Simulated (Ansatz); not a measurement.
# B3LYP/def2-SVP run of CH7BNP (SMILES CB(N)P)

Aim: the vertical singlet–triplet gap of CH7BNP at B3LYP/def2-SVP, from 2 runs. 

The calculation is run with Ansatz 0.2.0.

94 further runs of the same task are left out: 94 set aside as unsound or not needed.

## 1. The system as given

CH7BNP has 11 atoms, charge 0, and is taken as a singlet. SMILES: `CB(N)P`. Geometry: relaxed at PBE0-D4/def2-TZVP. This is one conformer, not always the lowest.

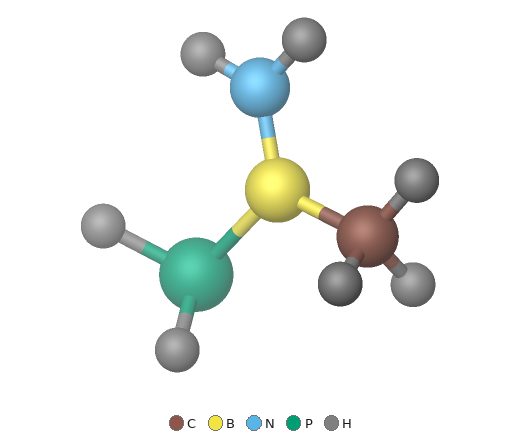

The structure, seen from a chosen angle (carbon brown, boron yellow, nitrogen blue, phosphorus teal, hydrogen grey).

## 2. A single-point energy at B3LYP/def2-SVP

input.yaml reads:

```yaml
crystal:
  periodic: [false, false, false]
  atoms:
    - {symbol: C, position_ang: [-1.093200, 0.922600, -0.128000]}
    - {symbol: B, position_ang: [0.002900, -0.179800, 0.111900]}
    - {symbol: "N", position_ang: [0.427100, -0.495900, 1.401400]}
    - {symbol: P, position_ang: [0.670900, -1.204900, -1.389100]}
    - {symbol: H, position_ang: [-1.903500, 0.553200, -0.763700]}
    - {symbol: H, position_ang: [-1.537000, 1.299300, 0.798300]}
    - {symbol: H, position_ang: [-0.659600, 1.776600, -0.659200]}
    - {symbol: H, position_ang: [1.134100, -1.179200, 1.611000]}
    - {symbol: H, position_ang: [0.043300, -0.049800, 2.218400]}
    - {symbol: H, position_ang: [2.007200, -1.393300, -0.948800]}
    - {symbol: H, position_ang: [0.973300, -0.105700, -2.231400]}
basis:
  gaussian:
    orbitals: def2-SVP
magnetization:
  spin_polarized: false
  initial_magnetization: 0
hamiltonian:
  xc: {name: B3LYP}
accuracy: high
output: {orbitals: {seedname: orbitals}}
```

Command:

```sh
$ ansatz run input.yaml --threads 1 --pin off --max-ram 3480MiB --events-out events.jsonl --progress --plain --runs-dir runs
```

The log of the run:

```text
Warning: RAYON_NUM_THREADS=1 ignored (pool sized by the plan → 1); use --threads N
Functional definition: B3LYP
  name "B3LYP"
  parameter a0 = 0.2
  parameter ax = 0.72
  parameter ac = 0.81
  exchange = (1 - a0 - ax)*slater_x + ax*b88_x + a0*exact_x
  correlation = (1 - ac)*vwn_rpa_c + ac*lyp_c
2303 factors; integrals over basis functions are off by at most 3.8e-9 eV
mean field evaluation 1: about -12593.4786 eV, gradient 6.5e1 eV
mean field evaluation 2: about -12584.8045 eV, gradient 8.6e1 eV
mean field evaluation 4: about -12602.9201 eV, gradient 4.5e0 eV
mean field evaluation 8: about -12603.1495 eV, gradient 3.1e-1 eV
mean field evaluation 16: about -12603.1498 eV, gradient 2.2e-5 eV
mean field -12603.14984454 eV, -463.1572140652 hartree, gradient 2.4e-8 eV, S^2 0.000000; 0 other end points of the search recorded, 0 dependent functions left out
reference -12603.14988713 eV, -463.1572156302 hartree; 20, 20 occupied and 75, 75 virtual orbitals, 2303 factors
Total energy: -12603.14988713 eV, -463.1572156302 hartree
```

Run time: 4.8 s. Hardware: 1 thread of Intel Xeon 6975P-C (Granite Rapids), shared host; peak memory 0.35 GiB.

## 3. The triplet

run.yaml reads:

```yaml
crystal:
  periodic: [false, false, false]
  atoms:
    - symbol: C
      position_ang: [-1.093200, 0.922600, -0.128000]
    - symbol: B
      position_ang: [0.002900, -0.179800, 0.111900]
    - symbol: N
      position_ang: [0.427100, -0.495900, 1.401400]
    - symbol: P
      position_ang: [0.670900, -1.204900, -1.389100]
    - symbol: H
      position_ang: [-1.903500, 0.553200, -0.763700]
    - symbol: H
      position_ang: [-1.537000, 1.299300, 0.798300]
    - symbol: H
      position_ang: [-0.659600, 1.776600, -0.659200]
    - symbol: H
      position_ang: [1.134100, -1.179200, 1.611000]
    - symbol: H
      position_ang: [0.043300, -0.049800, 2.218400]
    - symbol: H
      position_ang: [2.007200, -1.393300, -0.948800]
    - symbol: H
      position_ang: [0.973300, -0.105700, -2.231400]
basis:
  gaussian:
    orbitals: def2-SVP
output:
  orbitals: {seedname: orbitals}
hamiltonian:
  xc: {name: B3LYP}
accuracy: high
magnetization:
  spin_polarized: true
  initial_magnetization: 2
```

Command:

```sh
$ ansatz run run.yaml --threads 1 --pin off --max-ram 3480MiB --events-out events.jsonl --progress --plain --runs-dir runs
```

The log of the run (excerpt; [...] marks lines left out):

```text
Warning: RAYON_NUM_THREADS=1 ignored (pool sized by the plan → 1); use --threads N
[... 7 set-up lines as earlier in the session ...]
2306 factors; integrals over basis functions are off by at most 3.8e-9 eV
mean field evaluation 1: about -12583.4598 eV, gradient 5.3e1 eV
mean field evaluation 2: about -12506.4767 eV, gradient 1.2e2 eV
mean field evaluation 4: about -12592.8904 eV, gradient 2.6e1 eV
mean field evaluation 8: about -12597.5133 eV, gradient 8.3e-1 eV
mean field evaluation 16: about -12597.7336 eV, gradient 2.3e-2 eV
mean field evaluation 32: about -12597.7336 eV, gradient 1.3e-5 eV
mean field -12597.73359291 eV, -462.9581704888 hartree, gradient 3.5e-8 eV, S^2 2.003568; 5 other end points of the search recorded, 0 dependent functions left out
reference -12597.73363712 eV, -462.9581721137 hartree; 21, 19 occupied and 74, 76 virtual orbitals, 2306 factors
Total energy: -12597.73363712 eV, -462.9581721137 hartree
```

Wall time 14 s (1 thread of Intel Xeon 6975P-C (Granite Rapids), shared host); peak memory 0.49 GiB.

## 4. Outcome

At B3LYP/def2-SVP:

| quantity | value |
| --- | --- |
| singlet: total energy | -463.15722 Eh |
| singlet: HOMO energy | -6.47 eV |
| singlet: LUMO energy | 0.46 eV |
| singlet: HOMO–LUMO gap | 6.93 eV |
| triplet: total energy | -462.95817 Eh |
| triplet: HOMO energy (highest over α and β) | -1.41 eV |
| triplet: ⟨S²⟩ | 2.004 |
| vertical energy of the triplet above the singlet | 5.416 eV |

What this shows: At this shape the triplet lies 5.42 eV (523 kJ/mol) above the singlet.
